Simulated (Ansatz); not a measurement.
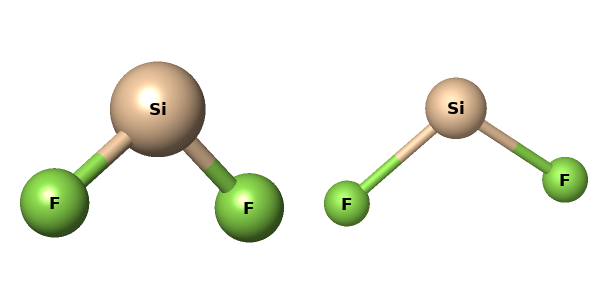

Both panels show the same species.

> Give the formula.

SiF2, 3 atoms: 1 silicon and 2 fluorine.

> What is the point group of this geometry?

C2v.

> Count the bonded pairs by element.

2 F–Si. Sticks follow a distance rule.

The parts below concern this one geometry. Atoms keep their numbers from picture to picture. The computed structure is the end point of a PBE0-D4/def2-TZVP optimisation.

Charges

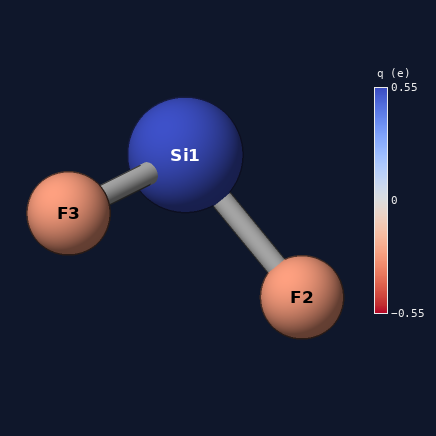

Atoms are coloured by their Mulliken charges. Level of theory: RKS PBE0-D4/def2-TZVP (Ansatz 0.2.0).

Give the Mulliken charges atom by atom.

```csv
atom,value (e)
Si1,0.54
F2,−0.27
F3,−0.27
```

Dipole moment

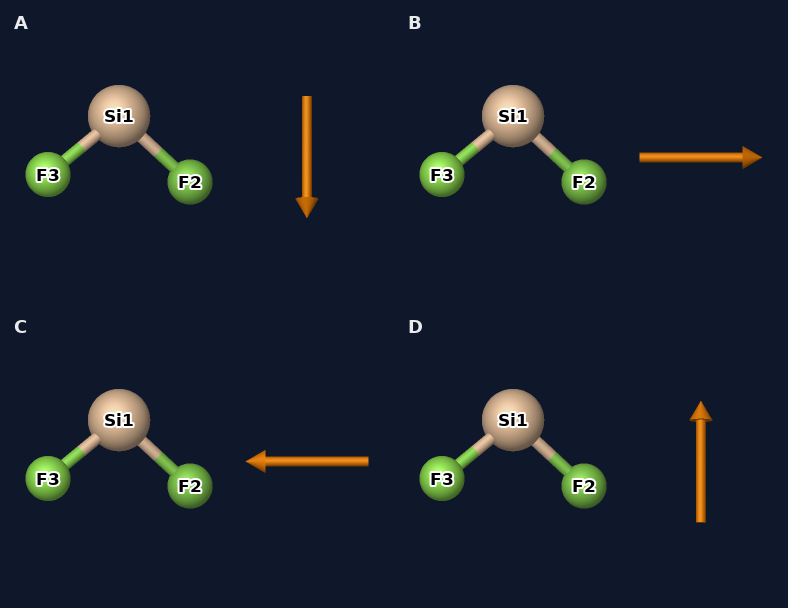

The same molecule four times, each with an arrow. Method: RKS PBE0-D4/def2-TZVP (Ansatz 0.2.0).

> Which arrow points along the dipole moment, from the negative to the positive end?

D. The dipole moment is 1.09 D; it points from the side of F2, F3 to the side of Si1 (the outermost atoms at the two ends).

Electronic properties

Level of theory: CCSD(T)/CBS estimate, frozen core: MP2 correlation extrapolated from def2-TZVPP and def2-QZVPP, CCSD(T) minus MP2 from the smaller set (Ansatz 0.2.0).

> Give the T1 diagnostic at this level.

0.015.

Vibrations

Harmonic vibrations computed with RKS PBE0-D4/def2-TZVP (Ansatz 0.2.0) at a stationary point of the same level.

> How many vibrational modes are there, and where do they lie?

3 modes: 340, 856, 871 cm⁻¹.

Mulliken values depend strongly on the basis set and can even reverse the polarity of a bond.
